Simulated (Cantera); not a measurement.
Charge: 1 mol PbS, a varied amount of H2, held at 1650 K and 0.00133 bar.

Method: chemical equilibrium by Gibbs-energy minimisation in Cantera with the NASA 1993 tables (ideal gas, pure condensed phases). Candidate condensed phases: Pb, PbS, S; 10 gas species. The numbers say what is thermodynamically allowed, not how fast it happens.

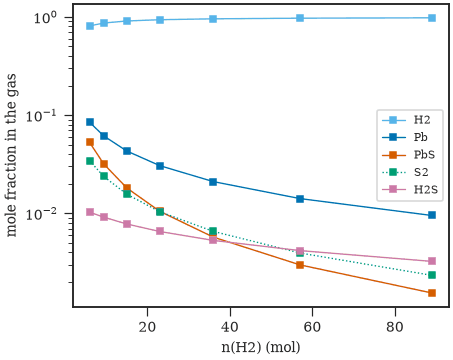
Fig. 1. Equilibrium gas composition (values under 1e-9 drawn at 1e-9)

Question: Read off the mole fractions at 23 mol H2.

Answer: H2 about 0.94, Pb about 0.031, PbS about 0.010, S2 about 0.010, H2S about 0.0065.
